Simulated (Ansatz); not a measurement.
**GeH4···H2O···NH3: density, localisation and related maps**

Input file:

```
crystal:
  periodic: [false, false, false]
  atoms:
    - {symbol: Ge, position_ang: [-0.997700, 0.444502, -1.813196]}
    - {symbol: H, position_ang: [0.355106, -0.260876, -1.645199]}
    - {symbol: H, position_ang: [-2.147159, -0.563073, -1.823981]}
    - {symbol: H, position_ang: [-1.186718, 1.496859, -0.713206]}
    - {symbol: H, position_ang: [-0.971664, 1.183503, -3.168908]}
    - {symbol: H, position_ang: [-0.116932, -0.703541, 1.205710]}
    - {symbol: O, position_ang: [-0.983347, -1.062189, 0.926744]}
    - {symbol: H, position_ang: [1.917758, 0.113538, 0.427361]}
    - {symbol: N, position_ang: [1.654383, -0.042100, 1.393542]}
    - {symbol: H, position_ang: [-1.622895, -0.703385, 1.544225]}
    - {symbol: H, position_ang: [2.292918, -0.729317, 1.774974]}
    - {symbol: H, position_ang: [1.806251, 0.826078, 1.891935]}
basis:
  gaussian: {orbitals: def2-TZVPP}
hamiltonian: {xc: pbe0, dispersion: d4}
output: {orbitals: {seedname: orbitals}}
```

Launched as:

```sh
ansatz run in.yaml --threads 4 --pin off --events-out ev --progress --plain --max-ram 9574MiB
```

The reactant side of a reaction path; geometry: PBE0-D4/def2-TZVP.

Computed with Ansatz 0.2.0, RKS PBE0-D4/def2-TZVPP.

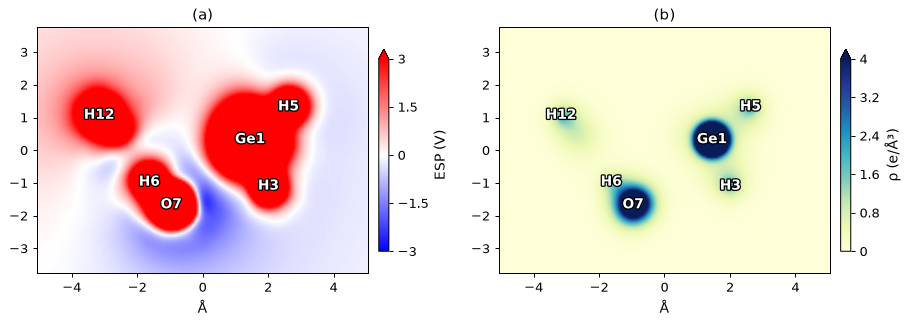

Figure 1. (a) molecular electrostatic potential; (b) electron density on the plane of atoms H3, Ge1 and H5.

What does the map show?

Answer. The plane passes through Ge, H and O nuclei.
O–H (0.98 Å): ρ is about 3.8 e/Å³ halfway.
Ge–H (1.53 Å): ρ is about 1.1 e/Å³ halfway.
Outside the dense part of the complex the potential is most negative (−2.3 V) near O7.

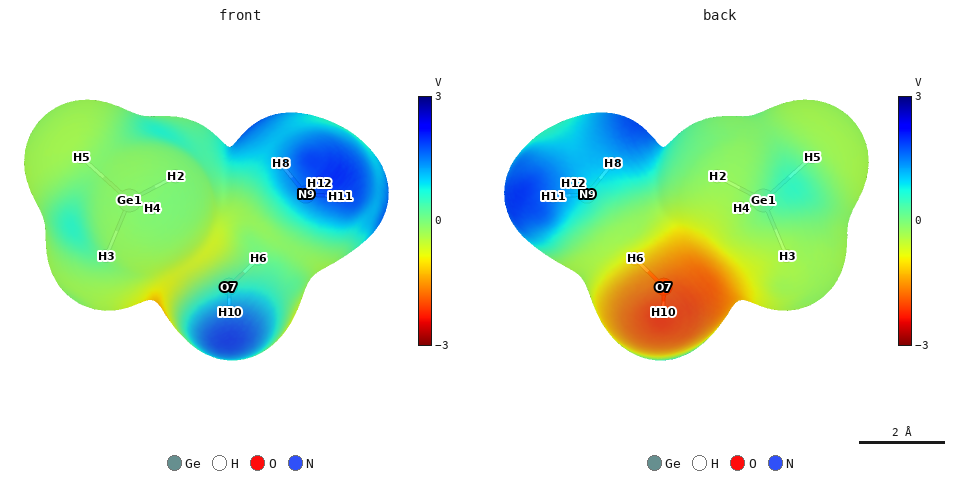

Figure 2. The molecular electrostatic potential painted on the density surface at 0.002 e/bohr³, seen from the front and from behind; the colour scale runs from red (negative) to blue (positive).

Where is the surface potential most negative and most positive?

Answer. The most negative region (about −2.1 V) lies over O7, the most positive (about +2.0 V) over H11 and H12. O7 is the likeliest acceptor of a hydrogen bond.

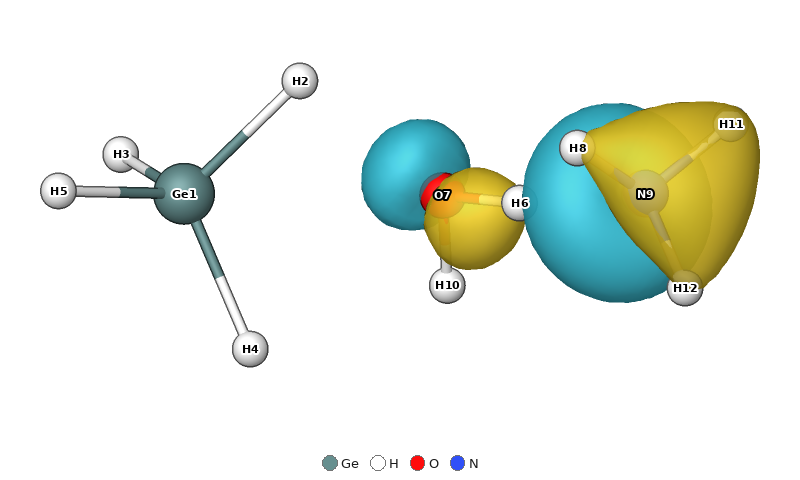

Figure 3. The HOMO−1 at ±0.2 Å⁻³ᐟ² (yellow and cyan are the two phases), seen from one side.

Describe this orbital and give its energy.

Answer. Its weight (Hirshfeld) is mainly on N9 (about 65 %) and O7 (about 15 %). Its energy is −8.43 eV.
